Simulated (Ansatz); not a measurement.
## HfN$_{3}$H$_{7}$BrCl: nudged elastic band

The run: nudged elastic band of HfN$_{3}$H$_{7}$BrCl. Method and program: RKS PBE/def2-SVP (Ansatz 0.2.0).

One setting was made poor on purpose. It belongs to a series of runs on one base structure; here: an input spoilt on purpose.

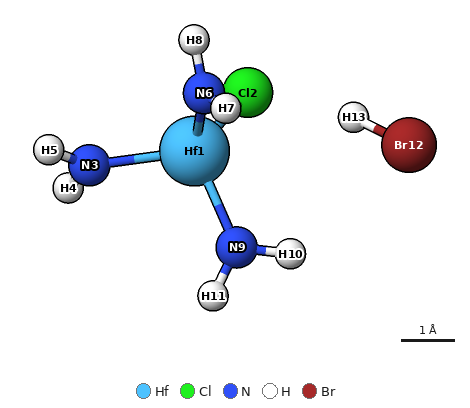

**Figure 1.** The structure as given in the input (ball-and-stick view, seen at a tilt; atoms are numbered from 1 in the order of the input). Sticks mark near contacts. Bond lengths as drawn: Br–H 1.46 Å, Cl–Hf 2.45 Å, Hf–N 2.03 Å and H–N 1.02 to 1.03 Å.

## The input
```yaml
crystal:
  periodic: [false, false, false]
  atoms:
    - { symbol: Hf, position_ang: [0.092174, 0.062157, -0.034599] }
    - { symbol: Cl, position_ang: [0.125509, 0.108384, 2.414941] }
    - { symbol: "N", position_ang: [1.982576, -0.025539, -0.777208] }
    - { symbol: H, position_ang: [2.686086, -0.708517, -0.46796] }
    - { symbol: H, position_ang: [2.422087, 0.600021, -1.459794] }
    - { symbol: "N", position_ang: [-0.746835, 1.736033, -0.826596] }
    - { symbol: H, position_ang: [-1.532715, 1.794858, -1.482938] }
    - { symbol: H, position_ang: [-0.528139, 2.687795, -0.504329] }
    - { symbol: "N", position_ang: [-0.913941, -1.534485, -0.781185] }
    - { symbol: H, position_ang: [-1.868348, -1.750114, -0.46027] }
    - { symbol: H, position_ang: [-0.610655, -2.266075, -1.432752] }
    - { symbol: Br, position_ang: [-3.450195, -0.479205, 1.908534] }
    - { symbol: H, position_ang: [-2.086105, -0.225313, 2.377056] }
basis:
  gaussian: { orbitals: def2-SVP }
hamiltonian:
  xc: pbe
neb:
  order_check: false
  images: 5
  f_tol: 0.05
  max_iterations: 8
  final_atoms:
    - { symbol: Hf, position_ang: [-0.60905446, -0.2915738, -0.22024222] }
    - { symbol: Cl, position_ang: [0.38274372, 1.64229254, 2.77019262] }
    - { symbol: "N", position_ang: [1.39658138, -0.40706973, 0.06289689] }
    - { symbol: H, position_ang: [2.10446283, -0.98157088, -0.40546622] }
    - { symbol: H, position_ang: [1.84266399, 0.13263618, 0.81759824] }
    - { symbol: "N", position_ang: [-1.05612905, 1.53442671, -0.99082151] }
    - { symbol: H, position_ang: [-2.01971916, 1.86635651, -1.12957391] }
    - { symbol: H, position_ang: [-0.41773028, 2.31526659, -1.17816697] }
    - { symbol: "N", position_ang: [-1.05308796, -1.61694637, -1.69088589] }
    - { symbol: H, position_ang: [-1.00734735, -2.63707845, -1.56884063] }
    - { symbol: H, position_ang: [-1.37140083, -1.41951635, -2.64547714] }
    - { symbol: Br, position_ang: [-2.02320002, -0.88447814, 1.89928254] }
  initial_path: idpp
```

Run on 4 threads of Arm Neoverse V2, 24 GiB of memory available, shared host.

Launch command:
```bash
ansatz run input.yaml --threads 4 --pin off --max-ram 5120MiB --backend cpu --events-out ev --progress --plain --runs-dir out
```

## Output
```
Error: invalid value for `neb.final_atoms`: lists 12 atoms but crystal.atoms has 13 — the final endpoint must contain the same atoms in the same order
```

## What the run reported

```csv
quantity,value
outcome,refused by the program
```

The program refused the input: “invalid value for `neb.final_atoms`: lists 12 atoms but crystal.atoms has 13 — the final endpoint must contain the same atoms in the same order” A deliberately poor setting: bad input.
